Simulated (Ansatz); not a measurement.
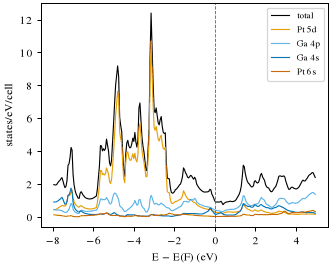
Fig. 1. Total and projected density of states of Ga3Pt2 (La2O3 or Ni2Al3 type, P-3m1), DFT-PBEsol in the program Ansatz with PAW potentials

Task: Which orbitals carry the states next to the Fermi level?

Result: Within 0.5 eV of the Fermi level: Ga 4p 40 %, Pt 5d 29 %, Ga 4s 23 %. Projections are on Löwdin-orthogonalised atomic valence shells; empty p or d shells of many metals are not among them.

Task: Where is the tallest occupied peak in this window, and what makes it?

Result: Near -3.1 eV, about 12 states/eV per cell; the largest projected share is Pt 5d.

The workflow started from an entry of the Crystallography Open Database (COD). Its standing as an ambient phase is unchecked. The PBEsol relaxation kept the symmetry of its start; of distortions, only those at the zone centre were tested. The run is not spin-polarised. Spin–orbit coupling is left out wherever it is not named.

Potentials: the later of the program's two PAW sets.
